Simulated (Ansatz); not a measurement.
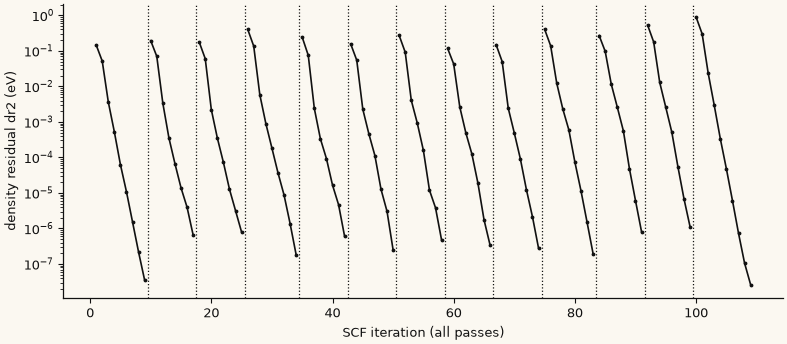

The plot shows the SCF iterations of a calculation: density residual dr2. Each stretch between dotted lines is the SCF of one geometry step of a relaxation. The starting density is a sum of atomic densities corrected by a trained network.

Program: Ansatz.

```
crystal:
  lattice:
    - [2.9276650747, 0.0, 0.0]
    - [-0.0644634712, 5.9317090497, 0.0]
    - [-0.4649728344, -0.0890376513, 11.3171884118]
  atoms:
    - { symbol: Ag, position: [0.1136176128, 0.0592616879, 0.946297706] }
    - { symbol: Ag, position: [0.1754706392, 0.5412927838, 0.5356591989] }
    - { symbol: Ru, position: [0.0355447688, 0.9308108369, 0.3011924939] }
    - { symbol: Ru, position: [0.9490090612, 0.4974565304, 0.8785250717] }
    - { symbol: Ru, position: [0.998763519, 0.4427655422, 0.1797794769] }
    - { symbol: Ru, position: [0.9325591039, 0.0175576189, 0.6455427387] }
    - { symbol: S, position: [0.3935511101, 0.0710321127, 0.4834392867] }
    - { symbol: S, position: [0.4813090257, 0.6144383342, 0.032666573] }
    - { symbol: S, position: [0.5127847507, 0.1128117111, 0.1688372028] }
    - { symbol: S, position: [0.4326754876, 0.7859049725, 0.7869142418] }
    - { symbol: S, position: [0.5209907234, 0.6152438619, 0.3240564646] }
    - { symbol: S, position: [0.4537241976, 0.3114240076, 0.7170895449] }
basis:
  ecutwfc: 420
kpoints:
  mp_grid: { grid: [6, 4, 2] }
hamiltonian:
  xc: pbe
scf:
  occupations: { method: gaussian, width: 0.1 }
  lower_state_search: "off"
output:
  forces: true
  stress: true
  eigenvalues: true
relax:
  adjacent_minimum: "off"
  f_tol: 0.04
  max_steps: 70
  cell: { stress_tol: 0.4 }
```

Run as:
```bash
ansatz run input.yaml --threads 1 --pin off --max-ram 2560MiB --backend cpu --events-out ev --progress --plain --runs-dir out
```

Q: How did this run end?

A: It did not finish: the time limit cut it off after 109 iterations in all. There are 13 passes, of 8 to 10 iterations. In pass 13, the residual is still falling at the last step (down to 2.6 × 10⁻⁸).
